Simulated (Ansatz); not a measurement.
# Converging the dielectric constant against the mesh: BN (P6_3mc, 4 atoms in the cell)

```
BN
1.0
    1.26862    -2.19732     0.00000
    1.26862     2.19732     0.00000
    0.00000     0.00000     4.19890
B N
2 2
Direct
  0.66667   0.33333   0.50000
  0.33333   0.66667   0.00000
  0.66667   0.33333   0.87500
  0.33333   0.66667   0.37500
```

Computed with PBE, PAW files (plane waves; Ansatz, a first-principles code).

Base settings: basis.ecutwfc = 30.9 Ry; kpoints.mp_grid.grid = 11 11 6; hamiltonian.xc = pbe; hamiltonian.pseudopotentials = {kind: paw} (the program's default PAW files); scf.occupations.method = fermi_dirac; scf.occupations.width = 0.0037 Ry.

In this ladder: scf.occupations.method = fixed; scf.occupations.width = default; dielectric = true; dielectric.field_mesh = kpoints.

Only quantities that move along the ladder and can be compared are tabulated.

Core times come from one kind of shared machine, to one figure; runs under 30 s give none.

The starting cell has typed, rounded lattice constants, without a prior relaxation at this level. Its lattice was rescaled by up to half a per cent. In the base run, with a pressure of about 7 GPa the cell is away from its equilibrium volume at this level. A gap is left out here, as mesh or smearing make it unsure.

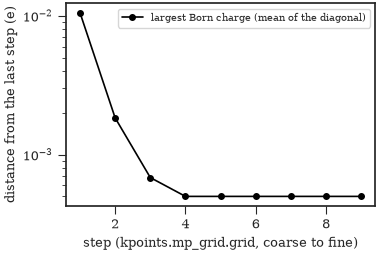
Figure: Distance from the last step along the ladder; very small values are drawn at a floor.

```csv
kpoints.mp_grid.grid,largest Born charge (mean of the diagonal) (e),mean ε∞,core time / last (rough)
4 4 2,1.885,4.421,–
5 5 3,1.876,4.534,–
6 6 3,1.875,4.564,–
7 7 4,1.874,4.593,–
9 9 5,1.874,4.603,–
11 11 6,1.874,4.605,–
14 14 8,1.874,4.605,–
18 18 9,1.874,4.605,0.3
22 22 12,1.874,4.605,0.6
27 27 14,1.874,4.605,1
```

Coarsest kpoints.mp_grid.grid that holds the mean ε∞ within 0.1 of the last step, with all finer ones: 5 5 3; the step before is off by 0.18.

Coarsest kpoints.mp_grid.grid that holds the largest Born charge (mean of the diagonal) within 0.005 e of the last step, with all finer ones: 5 5 3; the step before is off by 0.011 e.

Keys are those of Ansatz 0.2.
